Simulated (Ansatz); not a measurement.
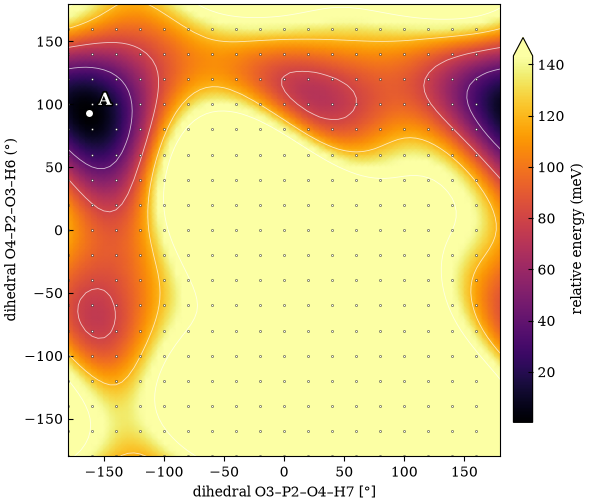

H₃O₄P, SMILES O=P(O)(O)O. The first coordinate is: dihedral O3–P2–O4–H7; the second: dihedral O4–P2–O3–H6. Nothing is relaxed (all other coordinates rigid). Grid: 18 × 18 points. Energies are in meV, from the relaxed molecule at the same level. Theory: RKS PBE-D4/def2-SVP in Ansatz.

The picture shows a smooth colour map with a few white contour lines, dots at the grid points, one colour for all values above the top of the scale, the well A. Between grid points the surface is interpolated.

Question: Where is the minimum, and how stiff is the well along each coordinate? Take the well at A.

Answer: The interpolated minimum is at dihedral O3–P2–O4–H7 ≈ −163°, dihedral O4–P2–O3–H6 ≈ 93°. The curvatures there are about 0.21 eV/rad² and 0.2 eV/rad², with a cross term of about 0.048 eV/rad². Round the minimum the valley is somewhat tilted: raising dihedral O3–P2–O4–H7 shifts the best value of dihedral O4–P2–O3–H6 downwards (coupling k₁₂/√(k₁₁k₂₂) about 0.2).
